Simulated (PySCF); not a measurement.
# C$_{5}$H$_{2}$F$_{4}$O$_{2}$: what the fields show

Input file:

```
{"job": {"kind": "nmr", "xc": "PBE0", "basis": "pcSseg-1", "pop": false}, "charge": 0, "multiplicity": 1}
F     -1.441800     0.523500     2.179200
C     -0.522900     0.229400     1.250600
C     -0.780100    -0.427900     0.069800
C     -2.023200    -1.009100    -0.502900
F     -3.020700    -0.883900     0.312000
F     -2.400300    -0.313300    -1.661400
F     -2.082800    -2.313900    -0.729500
O      0.279000    -0.670900    -0.704700
C      1.309800     0.259600    -0.557300
C      1.552700     0.885000     0.555900
O      0.698500     0.684400     1.634200
H      1.786500     0.402300    -1.475800
H      2.264300     1.713700     0.770900
```

Launched as:

```sh
OMP_NUM_THREADS=1 python probes_run.py task.json out
```

Geometry: GFN2-xTB, MD frame at 250 fs, 300 K.

Method: PySCF 2.14.0, PBE0/pcSseg-1, SCF density, gas phase, non-relativistic.

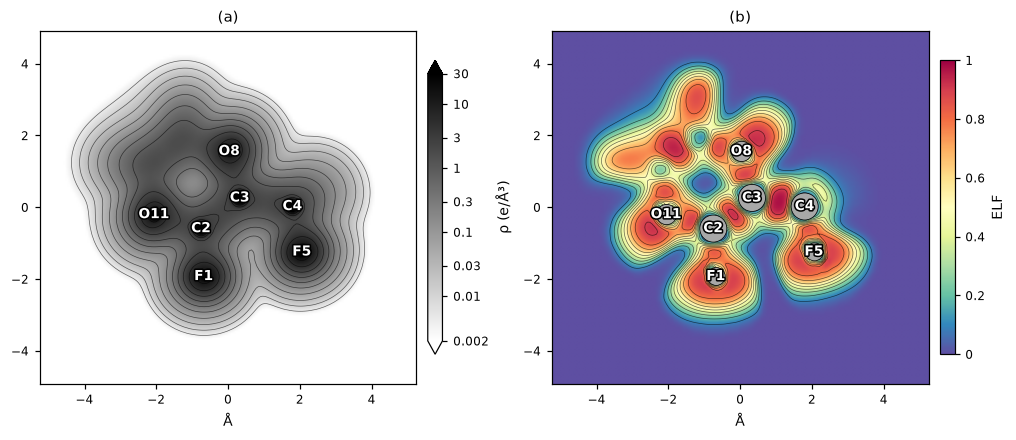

Figure 1. (a) electron density; (b) electron localisation function on the plane of atoms C3, C4 and F5. Grey discs cover the atomic cores in the ELF map.

Q: What do the fields say about this system?

A: The plane passes through F, C and O nuclei. C–F (1.29 Å): the density is about 2.7 e/Å³ at the midpoint; the ELF peaks at about 0.85 between the atoms; a shared but strongly polarised pair. C–O (1.33 Å): ρ at the midpoint is about 2.4 e/Å³; the ELF peaks at about 0.90 between the atoms, as expected for a shared but strongly polarised pair. C–F (1.34 Å): ρ at the midpoint is about 2.3 e/Å³; the ELF peaks at about 0.85 between the atoms (a shared but strongly polarised pair). C–C (1.38 Å): ρ is about 2.1 e/Å³ halfway; the ELF peaks at about 0.90 between the atoms (a covalent bond). The ELF also peaks beside F1, F5, O11 and O8, away from the bonds: lone-pair regions.

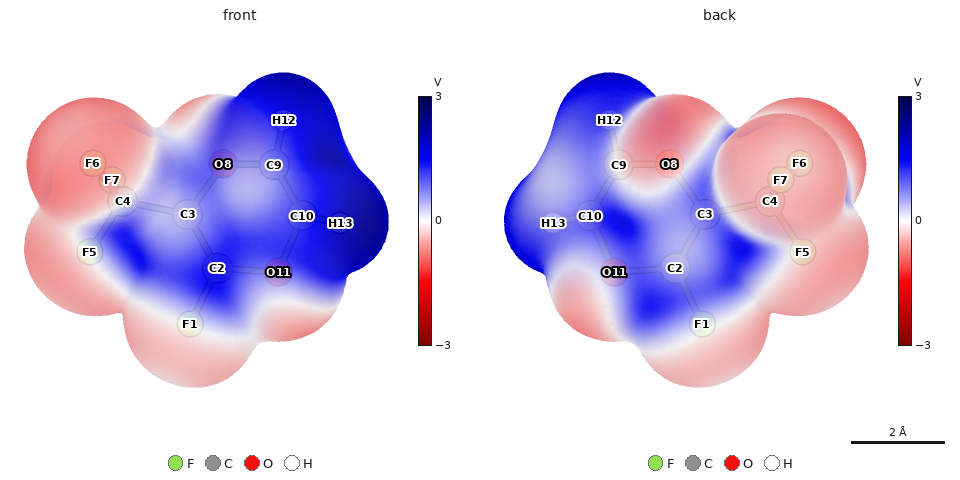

Figure 2. The electrostatic potential painted on the density surface at 0.004 e/bohr³, seen from the front and from behind; red is negative and blue positive.

Q: Where is the surface potential most negative and most positive?

A: The most negative region (about −0.8 V) lies over F6 and O8, the most positive (about +2.4 V) over H13.

Q: What dipole moment does the calculation give?

A: Its dipole moment is 3.79 D.

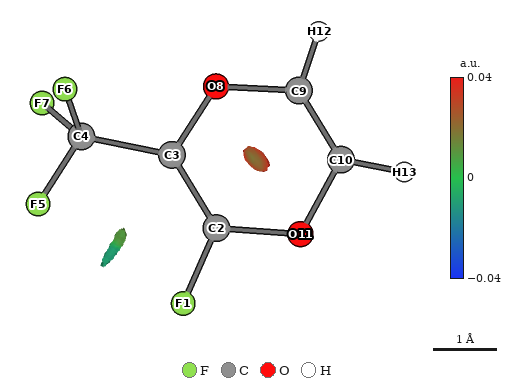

Figure 3. Non-covalent interaction (NCI) plot: the surface where the reduced density gradient is 0.5, for densities under 0.05 a.u., coloured by sign(λ₂)ρ; seen across its widest extent.

Q: Identify the weak interactions.

A:
- Between F5 and C4 on one side and F1 and C2 on the other: a weak contact, attractive (blue-green) on one side and crowded (olive to red) on the other
- Inside the ring or cage of C2, C3, O8, C9, C10 and O11: steric crowding (red)
